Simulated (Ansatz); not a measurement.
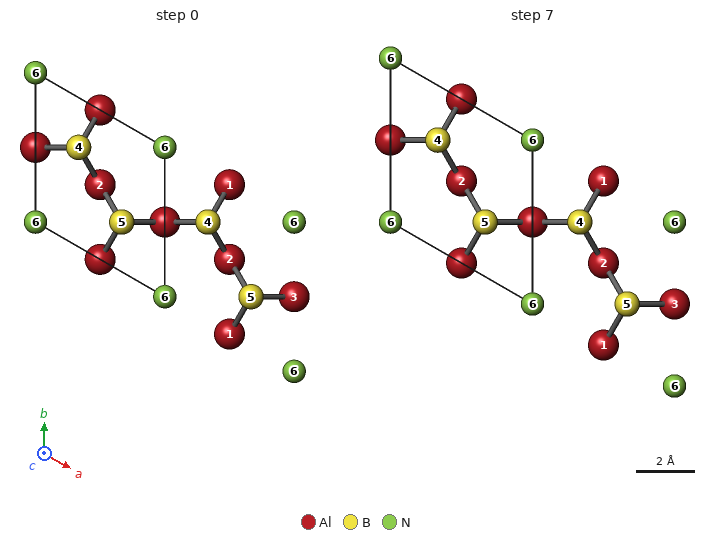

The structure of solid Al3B2N (a generated structure, set up in P6/mmm) (coarse preliminary run) before (left) and after (right) a relaxation, at one scale.

Style: ball-and-stick. Shown: the cell of the calculation, repeated 2 × 1 × 1 with one cell outlined, along the c axis.

The calculation used DFT PBE, scalar-relativistic, plane waves, PAW (Ansatz).

The input:
```yaml
crystal:
  lattice:
    - [5.1533378, 0.0, 0.0]
    - [-2.5766689, 4.46292145, 0.0]
    - [0.0, 0.0, 2.9682005]
  atoms:
    - { symbol: Al, position: [0.5, 0.0, 0.5] }
    - { symbol: Al, position: [0.5, 0.5, 0.5] }
    - { symbol: Al, position: [0.0, 0.5, 0.5] }
    - { symbol: B, position: [0.33333333, 0.66666667, 0.0] }
    - { symbol: B, position: [0.66666667, 0.33333333, 0.0] }
    - { symbol: "N", position: [0.0, 0.0, 0.0], spin: 1.0 }
basis:
  ecutwfc: 420
kpoints:
  mp_grid: { grid: [6, 6, 6] }
hamiltonian:
  xc: pbe
scf:
  occupations: { method: gaussian, width: 0.1 }
  lower_state_search: "off"
output:
  forces: true
  stress: true
  eigenvalues: true
  populations: true
magnetization:
  spin_polarized: true
relax:
  adjacent_minimum: "off"
  f_tol: 0.04
  max_steps: 70
  cell: { stress_tol: 0.4 }
```

Command:
```bash
ansatz run input.yaml --threads 1 --pin off --max-ram 2560MiB --backend cpu --events-out ev --progress --plain --runs-dir out
```

> What changed between the two?

After 5 accepted moves (7 points after the start) the energy has fallen by 0.822 eV per cell of the calculation. All forces vanish by symmetry, so only the cell relaxes. Pressure: 18.86 GPa at the start and 0.15 GPa at the end. At 2 points the geometry stayed and the basis and grid were re-selected for the new cell (energy shift of 49.9 meV per cell of the calculation at most each time). The atoms keep their places relative to the cell (all moves are under 0.005 Å). Cell: a = b 5.153 → 5.658 Å (+9.8 %), c 2.968 → 2.936 Å (−1.1 %). Volume +19.2 %. Some distances before and after: Al1–B4 2.101 → 2.196 Å. Among the angles between lasting bonds that change: B4–Al1–B4 89.9° → 83.9°, Al1–B4–Al1 89.9° → 83.9°, B4–Al1–B5 90.1° → 96.1°. The space group stays P6/mmm (No. 191).
